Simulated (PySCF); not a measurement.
## EPR calculation, with input and output: C4H4O3S (charge +1)

System: C4H4O3S, charge +1, multiplicity 2.
Method: UKS B3LYP, pcH-1 on C H O S, non-relativistic, mean-field spin-orbit, GIAO (PySCF 2.14.0).

It belongs to a series of runs on one base structure; here: electron removed.

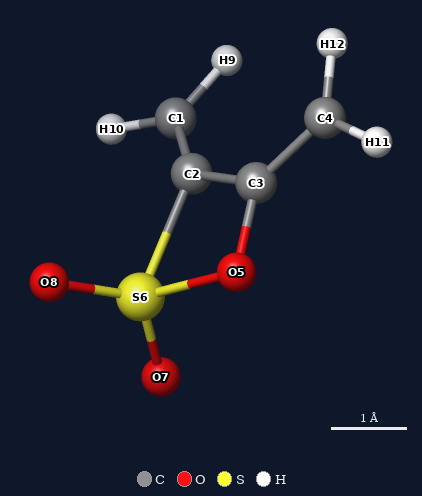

**Figure 1.** The input geometry (ball-and-stick view, seen at a tilt; atoms are numbered from 1 in the order of the input).

## Key numbers

- outcome: converged
- total energy: −778.215284 hartree
- ⟨S²⟩: 0.759
- isotropic g: 2.0030
- hardware: 1 CPU thread, shared host
- wall time: 84 s
- peak memory: 0.91 GiB

## The input
```
{"job": {"kind": "epr", "basis": "pcH-1"}, "charge": 1, "multiplicity": 2}
C     -1.030382     1.272617     0.821053
C     -0.466029     0.247248     0.226213
C      0.814714    -0.242248    -0.237455
C      2.060075     0.252732    -0.011406
O      0.539893    -1.310445    -0.985706
S     -1.132756    -1.296530    -0.632840
O     -1.917864    -1.021959    -1.762502
O     -1.416018    -2.296903     0.315609
H     -0.510882     2.208287     1.009359
H     -2.068067     1.256085     1.128876
H      2.896130    -0.123640    -0.585494
H      2.232384     1.054069     0.688264
```

The first line tells a small driver script what to run in PySCF; the rest is the geometry in Å.

Launched with:
```bash
OMP_NUM_THREADS=1 python <driver script> task.json out
```

## Log
```
UKS, coarse grid
  cycle   1  E = -777.88663980  |g| = 9.55e-01
  cycle   2  E = -775.97126981  |g| = 2.32e+00
  cycle   3  E = -778.14798648  |g| = 3.73e-01
  cycle   4  E = -778.20748300  |g| = 1.44e-01
  cycle   5  E = -778.20840237  |g| = 1.25e-01
  cycle   6  E = -778.21518172  |g| = 1.03e-02
  cycle   7  E = -778.21526094  |g| = 5.84e-03
  cycle   8  E = -778.21527528  |g| = 4.70e-03
  cycle   9  E = -778.21528614  |g| = 1.93e-03
  cycle  10  E = -778.21528851  |g| = 9.93e-04
UKS, final grid
  cycle   1  E = -778.21528196  |g| = 1.93e-03
  cycle   2  E = -778.21527415  |g| = 4.59e-03
  cycle   3  E = -778.21528380  |g| = 5.34e-04
  cycle   4  E = -778.21528393  |g| = 1.07e-04
  cycle   5  E = -778.21528395  |g| = 9.97e-05
  cycle   6  E = -778.21528395  |g| = 3.58e-05
  cycle   7  E = -778.21528396  |g| = 1.38e-05
E = -778.21528396 Eh   <S^2> = 0.7589 (exact 0.7500)
g shifts (ppm)      1          2          3
  rmc          -178       -178       -178
  gc              3         42         36
  oz_so        -362        836       1921
  total        -537        700       1780
hyperfine (MHz)  atom isotope    a_iso     a_fc   dipolar eigenvalues
    0   13C      13.72      13.74    -15.46    -14.42     29.88
    1   13C     -12.23     -12.23     -6.03      0.31      5.72
    2   13C     -17.44     -17.46    -11.60     -5.54     17.15
    3   13C      48.29      48.36    -53.00    -52.39    105.39
    4   17O     -12.08     -12.02    -47.61     23.14     24.47
    5   33S       1.42       1.42     -0.75     -0.66      1.41
    6   17O      -0.28      -0.28     -5.89      2.60      3.29
    7   17O      -1.30      -1.27    -13.56      6.57      6.99
    8    1H     -10.80     -10.80     -4.59     -2.46      7.05
    9    1H     -11.76     -11.76     -7.23     -1.91      9.13
   10    1H     -41.23     -41.23    -23.76     -4.05     27.81
   11    1H     -42.10     -42.10    -23.92     -3.85     27.78
```

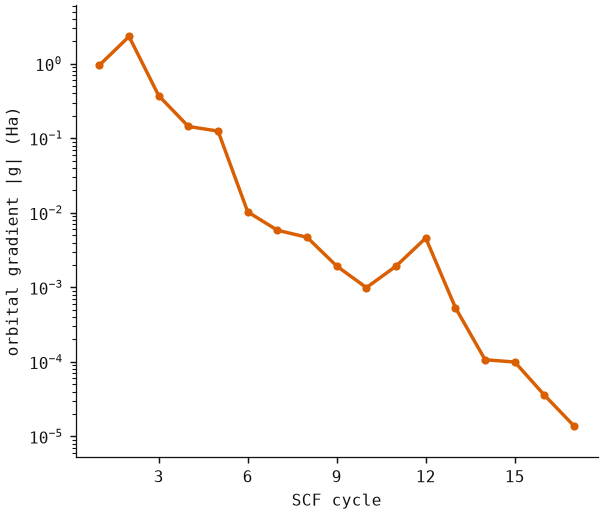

**Figure 2.** Convergence of the self-consistent field: orbital gradient |g| against the SCF cycle. All cycles printed in the log are drawn one after another.

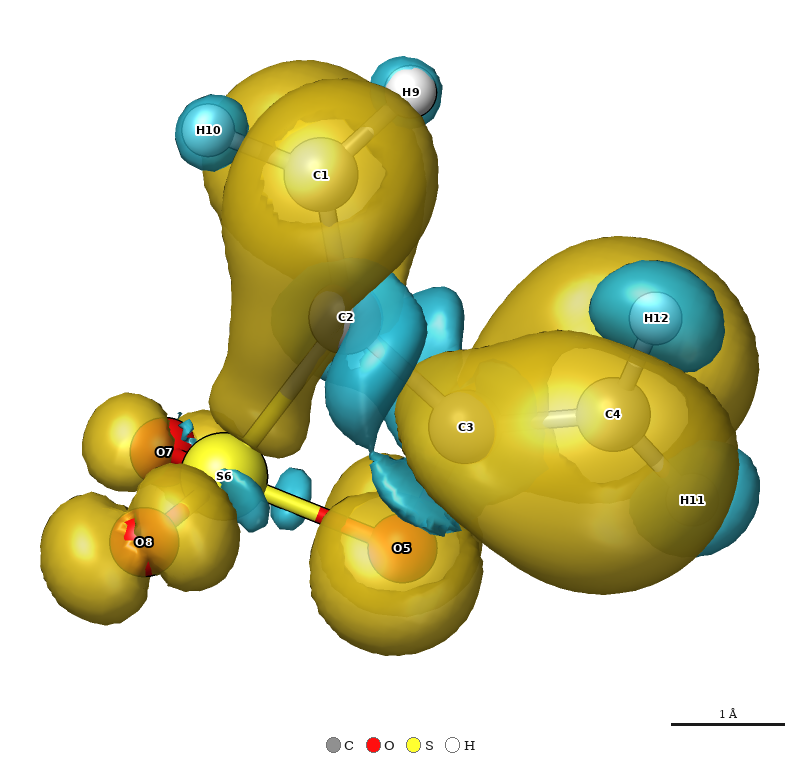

**Figure 3.** Isosurfaces of the spin density at +0.005 (yellow) and −0.005 e/Å³ (cyan), seen at a tilt. The unpaired spin (1 electron) lies mostly on C4 (about 0.5), C1 (about 0.1), C3 (about 0.1) and O5 (about 0.1), in electrons by Hirshfeld's partition.

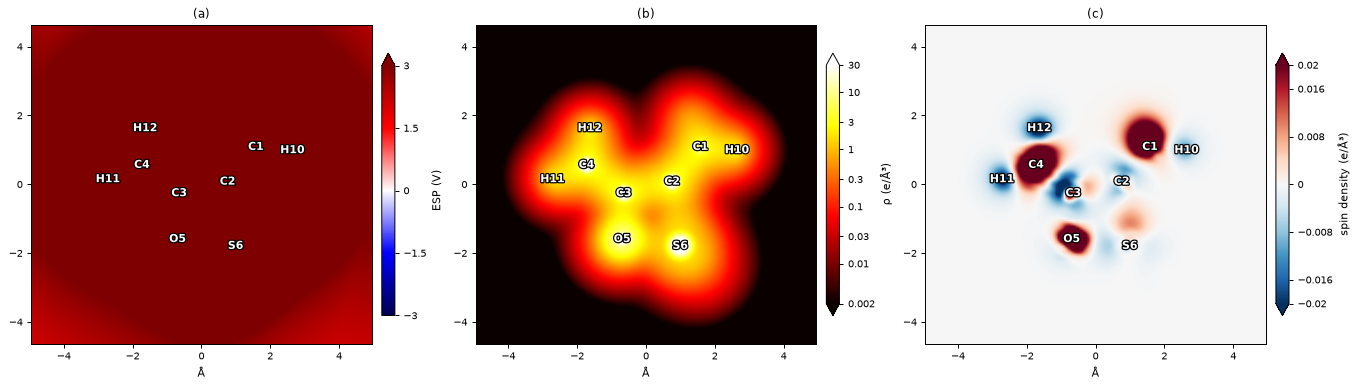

**Figure 4.** (a) molecular electrostatic potential; (b) electron density; (c) spin density (α minus β) on the plane of atoms C4, C3 and O5. The section cuts through C, O, S and H sites. C–C (1.31 Å): ρ at the midpoint is about 2.4 e/Å³. C–S (1.89 Å): ρ at the midpoint is about 1.2 e/Å³. C–H (1.08 Å): ρ at the midpoint is about 2.1 e/Å³. C–C (1.36 Å): ρ is about 2.3 e/Å³ halfway. The unpaired spin (1 electron) lies mostly on C4 (about 0.5), C1 (about 0.1), C3 (about 0.1) and O5 (about 0.1), in electrons by Hirshfeld's partition. The potential has no marked negative region in this plane.
